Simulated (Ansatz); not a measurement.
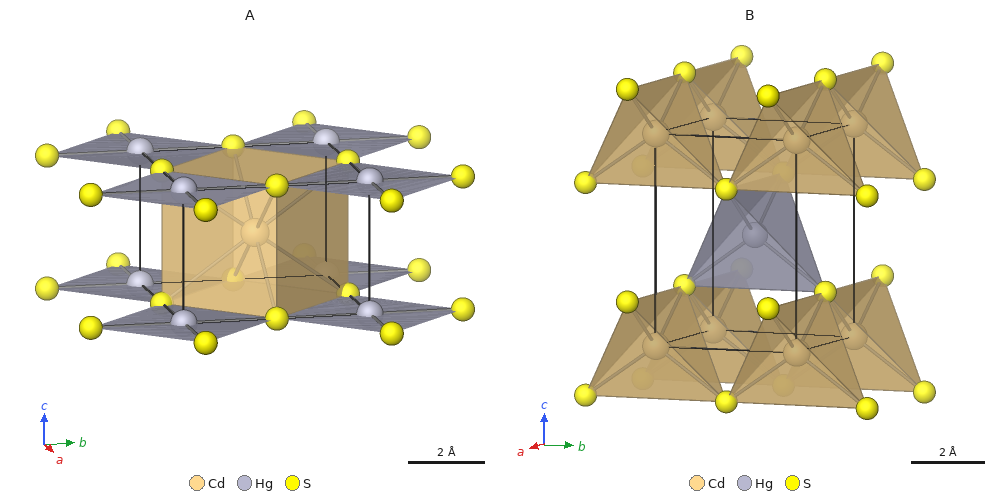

Two structures of CdHgS2, each relaxed to rest (conventional cells in solid outline, small ones repeated, not to one scale). Method: Ansatz, DFT PBE, scalar-relativistic, plane waves, PAW, without spin polarisation.

Question: What are the two structures?

Answer: A: 4 atoms a cell on a primitive tetragonal lattice, P4/mmm. B: 4 atoms a cell on a primitive tetragonal lattice, P-4m2.

Question: Compare their energies: which is lower?

Answer: B is lower, by 496 meV/atom at this level of theory (energies at zero smearing). Volumes: A 22.8, B 26.4 Å³/atom.

One or both may be structure types tried for this composition rather than known phases.
